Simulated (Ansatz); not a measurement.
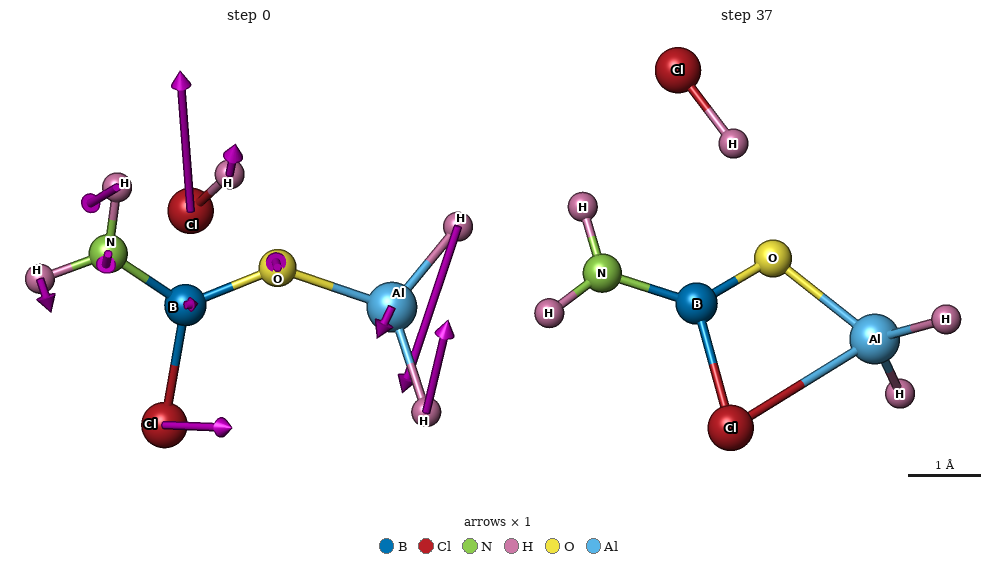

The structure of AlBNH$_{5}$OCl$_{2}$ before (left) and after (right) a relaxation, at one scale. The purple arrows give the displacements, at their true length.

Style: ball-and-stick. Shown from a free direction.

The run prepares an end point of a later path (reaction) calculation, from a guessed geometry.

Method: RKS B3LYP-D4/def2-SVP in Ansatz 0.2.0. Set-up: no spin polarisation; force threshold 0.03 eV/Å; at most 50 steps.

> Summarise the run.

After 35 accepted moves (37 points after the start) the energy has fallen by 8.96 kcal/mol. Largest force component: 0.9 eV/Å at the start, 0.024 eV/Å at the end. The line search rejected the trial steps at points 20, 32 of the run. An H atom moves most after the best rigid fit: 2.58 Å. By element the largest moves are H 2.58 Å, Cl 2.30 Å, O 0.63 Å, N 0.56 Å, Al 0.50 Å, B 0.21 Å. Among the contacts that change: Al–Cl 3.568 → 2.564 Å, B–Cl 1.804 → 1.890 Å, Al–O 1.728 → 1.807 Å, B–O 1.382 → 1.340 Å. New bonds form, among them: Al–Cl (3.57 → 2.56 Å). Among the angles between lasting bonds that change: B–O–Al 137.6° → 108.0°, N–B–O 121.8° → 130.6°, Cl–B–O 119.4° → 110.6°. Groups turn about Al–O by about 55°. Cost: 96 s on 4 threads of Arm Neoverse V1, with other jobs on the host, peak memory 0.32 GiB.

Limits of the set-up: the start holds two separate molecules, 2.2 Å apart at their closest, whose relative position is a soft coordinate.
